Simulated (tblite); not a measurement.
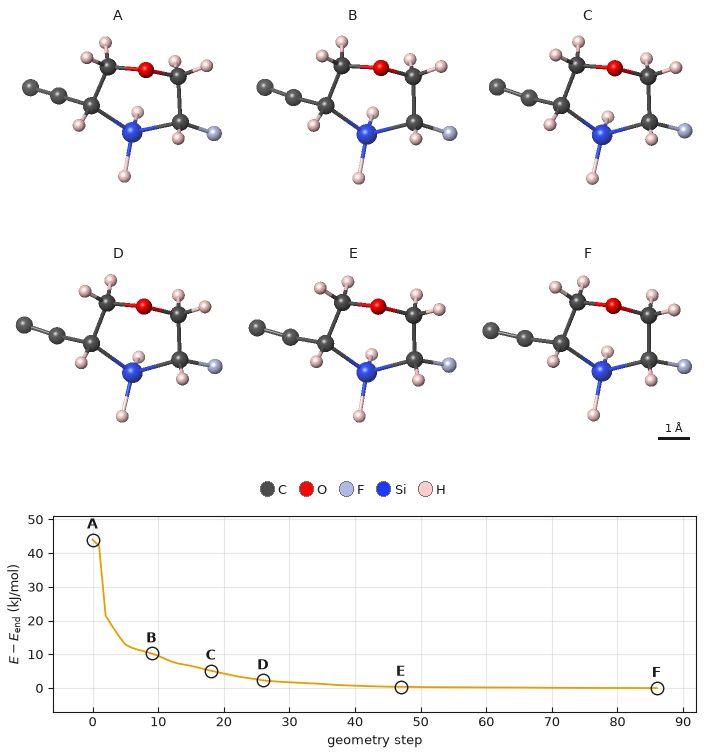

Frames of a relaxation of C6H8FOSi (multiplicity 2), marked on the history of the run. The picture is a ball-and-stick view, seen at a tilt.

Theory: GFN2-xTB geometry optimisation, gas phase (tblite 0.8.0). 

> Describe the path.

After 86 geometry steps the energy has fallen by 44.0 kJ/mol. A C atom moves most after the best rigid fit: 0.57 Å. By element the largest moves are C 0.57 Å, H 0.44 Å, F 0.17 Å, Si 0.14 Å, O 0.12 Å. Some distances before and after: C–Si 1.875 → 1.922 Å, C–C 1.495 → 1.535 Å, C–H 1.130 → 1.094 Å, C–O 1.381 → 1.410 Å. Bond angles that change, for instance: C–C–C 177.6° → 162.9°, C–C–Si 102.9° → 110.8°, F–C–H 112.1° → 105.8°. From step 0 to 9: Si and H atoms move most (0.09 Å), energy −33.8 kJ/mol. From step 9 to 18: a C atom moves most (0.18 Å), energy −5.11 kJ/mol. From step 18 to 26: a C atom moves most (0.16 Å), energy −2.87 kJ/mol. From step 26 to 47: an H atom moves most (0.16 Å), energy −1.92 kJ/mol. From step 47 to 86: a C atom moves most (0.12 Å), energy −0.36 kJ/mol.
